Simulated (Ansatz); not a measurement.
## Electronic structure of C$_{2}$H$_{2}$F$_{3}$ (SMILES F[CH+]C(F)F) (charge +1) in real space

The calculation's input:

```
crystal:
  periodic: [false, false, false]
  atoms:
    - symbol: C
      position_ang: [-0.814249, -0.311915, 1.110535]
    - symbol: C
      position_ang: [-2.145553, 0.200386, 0.588850]
    - symbol: F
      position_ang: [-0.661043, -0.534758, 2.319027]
    - symbol: F
      position_ang: [-1.749434, 1.505546, 0.555162]
    - symbol: F
      position_ang: [-2.358359, -0.272048, -0.620744]
    - symbol: H
      position_ang: [0.082194, -0.389374, 0.461450]
    - symbol: H
      position_ang: [-3.003549, 0.056188, 1.268024]
basis:
  gaussian:
    orbitals: def2-TZVPD
magnetization:
  spin_polarized: false
  initial_magnetization: 0
hamiltonian:
  xc: {name: PBE0}
output:
  forces: true
  orbitals: {seedname: orbitals}
total_charge: 1
```

Run with:

```sh
ansatz run input.yaml --threads 1 --pin off --max-ram 2610MiB --events-out events.jsonl --progress --plain --runs-dir runs
```

Geometry: B3LYP-D3(BJ)/def2-SVP.

Level of theory: isolated molecule in a Gaussian basis; Kohn-Sham density functional theory, functional PBE0 in Ansatz 0.2.0.

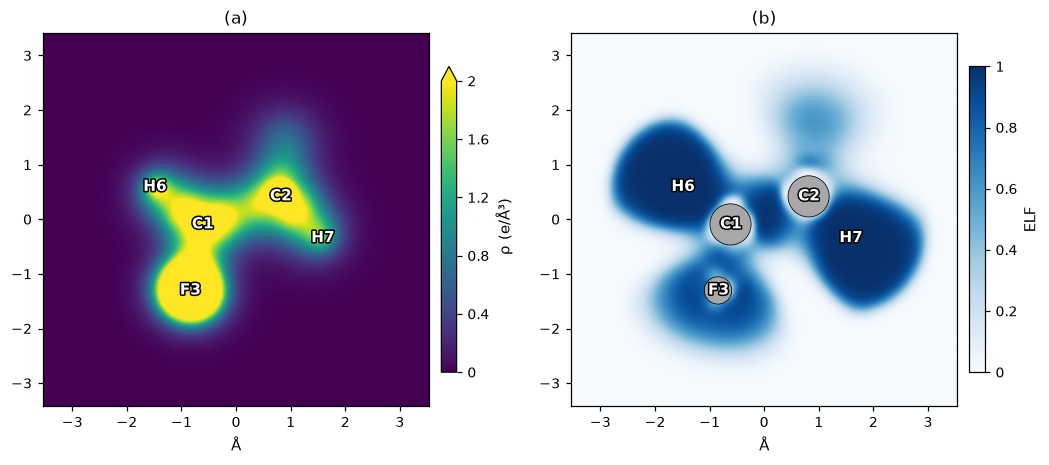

Figure 1. (a) electron density; (b) ELF on the plane of atoms C2, C1 and H6. Grey discs cover the atomic cores in the ELF map.

### What do the fields say about this system?

- Atoms in the plane: C, F and H.
- C–F (1.24 Å): ρ at the midpoint is about 3.1 e/Å³; the ELF peaks at about 0.85 between the atoms, as expected for a polar covalent bond.
- C–C (1.52 Å): ρ at the midpoint is about 1.8 e/Å³; the ELF peaks at about 1 between the atoms: a covalent bond.
- C–H (1.10 Å): ρ is about 2.2 e/Å³ halfway; the ELF climbs to about 1 towards the hydrogen, as it does in any bond to H: an ordinary covalent bond to hydrogen.
- The ELF also peaks beside F3, away from the bonds: lone-pair regions.

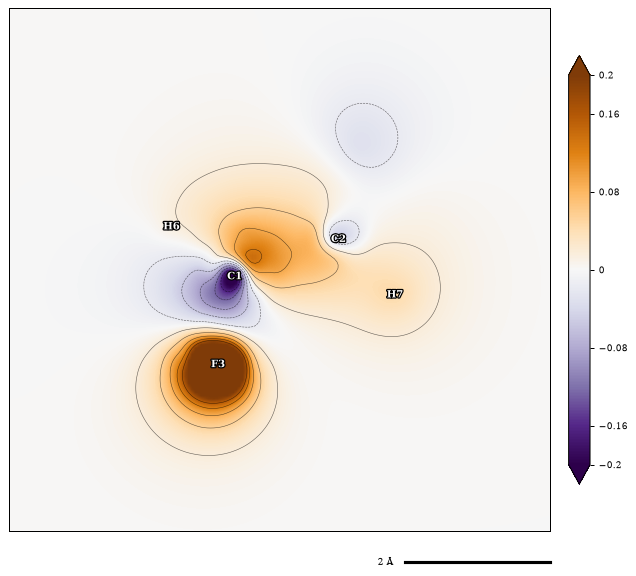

Figure 2. The LUMO on the plane of atoms C2, C1 and H6 (values in Å⁻³ᐟ²; the overall sign is arbitrary).

### What is the character of this orbital?

It lies mainly on C1 (about 60 %), F3 (about 20 %) and F4 (about 10 %). Its energy is −11.25 eV.

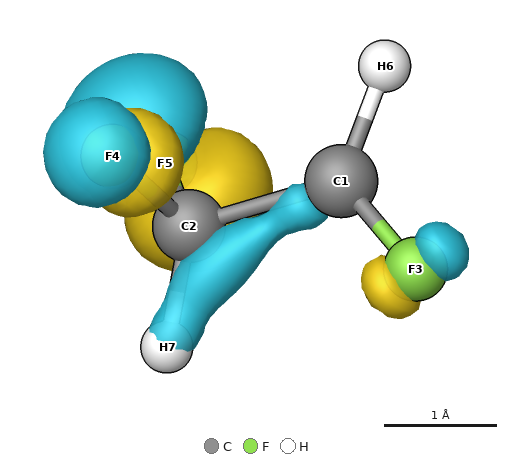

Figure 3. The HOMO−1 at ±0.2 Å⁻³ᐟ² (yellow and cyan are the two phases), seen at a tilt.

### Where does this orbital lie, and at what energy?

By Hirshfeld shares it lies mainly on F5 (about 70 %), F4 (about 15 %) and C2 (about 10 %); largely a lone pair of F5. Its energy is −18.44 eV.
